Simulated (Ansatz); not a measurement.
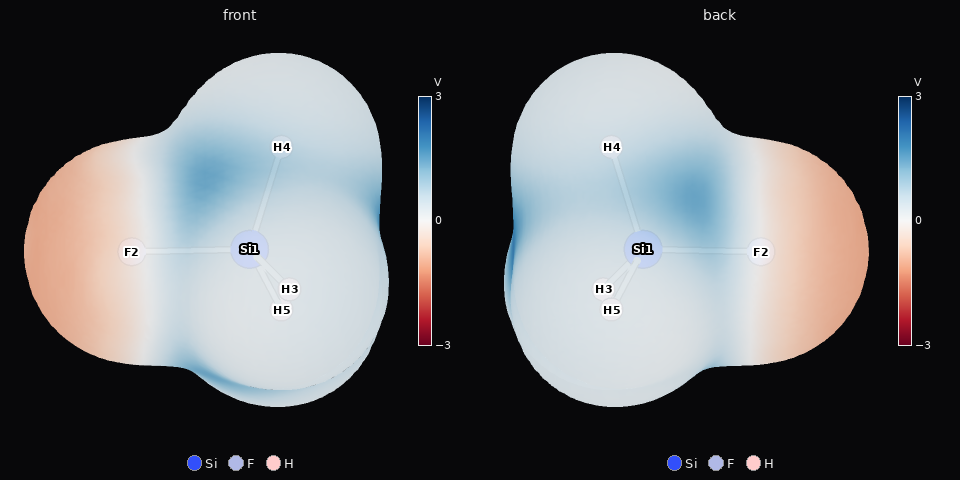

The picture shows: FH$_{3}$Si. The molecular electrostatic potential painted on the density surface at 0.002 e/bohr³, seen from the front and from behind; the colour scale runs from red (negative) to blue (positive).

Level of theory: RKS r2SCAN/def2-SVP in Ansatz.

Input file:

```
crystal:
  periodic: [false, false, false]
  atoms:
    - { symbol: Si, position_ang: [0.200354, 0.0, 0.092224] }
    - { symbol: F, position_ang: [0.490618, 0.0, 1.663146] }
    - { symbol: H, position_ang: [1.625322, 0.0, -0.190424] }
    - { symbol: H, position_ang: [-0.536597, 1.218252, -0.342623] }
    - { symbol: H, position_ang: [-0.536597, -1.218252, -0.342623] }
basis:
  gaussian: { orbitals: def2-SVP }
hamiltonian:
  xc: r2scan
relax:
  f_tol: 0.03
  max_steps: 50
output:
  orbitals: {}
```

Command:

```sh
ansatz run input.yaml --threads 1 --pin off --max-ram 2048MiB --backend cpu --events-out ev --progress --plain --runs-dir out
```

The fields are those of the run's last geometry, not of the input's.

> Which sites attract a positive test charge, and which a negative one?

A positive charge is drawn to the negative regions and a negative charge to the positive ones. The most negative region (about −1.0 V) lies over F2, the most positive (about +2.0 V) over Si1.
